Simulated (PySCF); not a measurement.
**Run report: CoFOH, frequency calculation**

The run: frequency calculation of CoFOH, multiplicity 4. Method and program: UKS-based PBE0, Co def2-TZVP, F def2-TZVP, O def2-TZVP, H def2-TZVP; non-relativistic Hamiltonian; density fitting (PySCF 2.14.0).

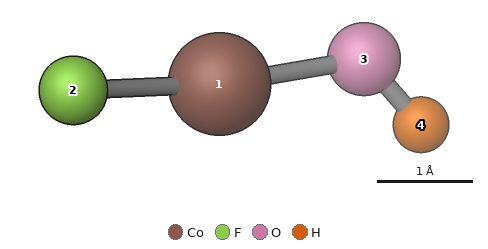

Figure 1. The input geometry (ball-and-stick view, seen at a tilt; atoms are numbered from 1 in the order of the input). Sticks mark near contacts. Bond lengths as drawn: Co–F 1.75 Å, Co–O 1.76 Å and H–O 0.96 Å.

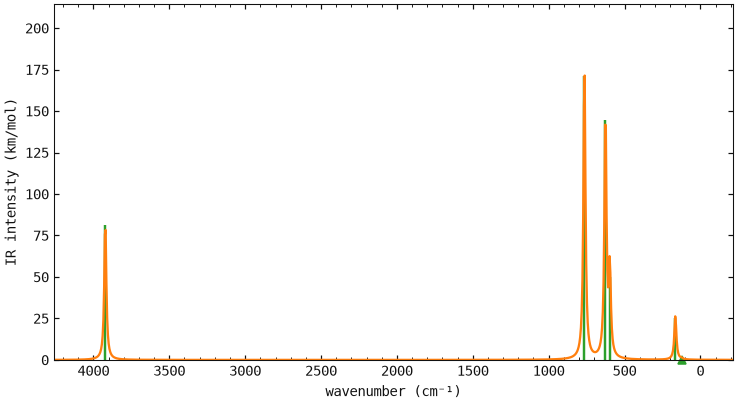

Figure 2. Harmonic infrared spectrum, unscaled: sticks (degenerate modes added up, dark ones marked on the axis) with a Lorentzian envelope of 16 cm⁻¹ full width, scaled to the tallest stick. 6 modes from 124 to 3922 cm⁻¹, none imaginary. The strongest line is at 764 cm⁻¹ (171 km/mol). All modes, in cm⁻¹ (km/mol): 124 (0.6), 165 (25), 597 (50), 626 (145), 764 (171), 3922 (81).

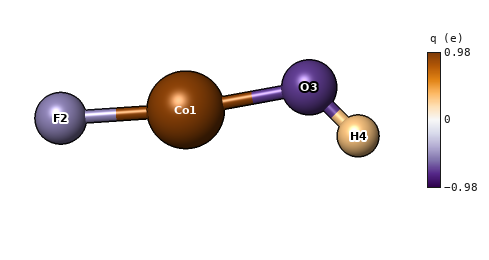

Figure 3. Mulliken charges, as the colour of each atom (ball-and-stick view, seen on its broad side; atoms are numbered from 1 in the order of the input; Mulliken charges depend strongly on the basis). By element: Co +0.93, F −0.53, O −0.72 and H +0.32 e.

The input that produced these results follows, with the program's output.

### The input
```python
from pyscf import gto, scf, dft
mol = gto.M(atom='''
Co     0.028717     0.000000    -0.030351
F     -0.072636     0.000000     1.717098
O     -0.065808     0.000000    -1.783163
H      0.686702     0.000000    -2.375083''',
    basis={'Co': 'def2-TZVP', 'F': 'def2-TZVP', 'O': 'def2-TZVP', 'H': 'def2-TZVP'},
    charge=0, spin=3)
mf = dft.UKS(mol, xc='PBE0')
mf.grids.atom_grid = (75, 302)
aux = {'Co': 'def2-universal-JKFIT', 'F': 'def2-universal-JKFIT', 'O': 'def2-universal-JKFIT', 'H': 'def2-universal-JKFIT'}
mf = mf.density_fit(auxbasis=aux)
mf.conv_tol = 1e-09
mf.diis_space = 10
mf.max_cycle = 60
mf.verbose = 4
mf.kernel()
```

The script is an equivalent of the set-up of the self-consistent field. The run itself was carried out by a driver, which started from the orbitals of the step before it where there was one and computed the further properties.

Launched with:
```bash
OMP_NUM_THREADS=4 python axn.py task.json out
```

### Log
```
init E= -1558.1676118885
  alpha nocc = 24  HOMO = -0.312490658493929  LUMO = 0.0168384950098002
  beta  nocc = 21  HOMO = -0.303884845088729  LUMO = -0.128910882607576
  HOMO = -0.303884845089  LUMO = -0.128910882608  gap/eV = 4.76128
cycle= 1 E= -1558.1676118885  delta_E= -3.87e-12  |g|= 4.85e-07  |ddm|= 1.37e-06
  alpha nocc = 24  HOMO = -0.312490570025452  LUMO = 0.0168384737937828
  beta  nocc = 21  HOMO = -0.303884959386116  LUMO = -0.128910933292261
  HOMO = -0.303884959386  LUMO = -0.128910933292  gap/eV = 4.76129
Extra cycle  E= -1558.1676118885  delta_E= -5.23e-12  |g|= 6.58e-07  |ddm|= 1.2e-06
converged SCF energy = -1558.1676118885  <S^2> = 3.7589644  2S+1 = 4.0044797
```

### Summary

| quantity | value |
| --- | --- |
| outcome | converged |
| total energy | −1558.167612 hartree |
| ⟨S²⟩ | 3.759 |
| zero-point energy | 0.014120 hartree |
| dipole moment | 2.39 D |
| wavenumbers, lowest and highest | 124 and 3922 cm⁻¹ |
| hardware | 4 threads of Arm Neoverse V2, 112 GiB of memory available, shared host |
| wall time | 100 s (CPU time 5.1 min) |
| peak memory | 1.3 GiB |
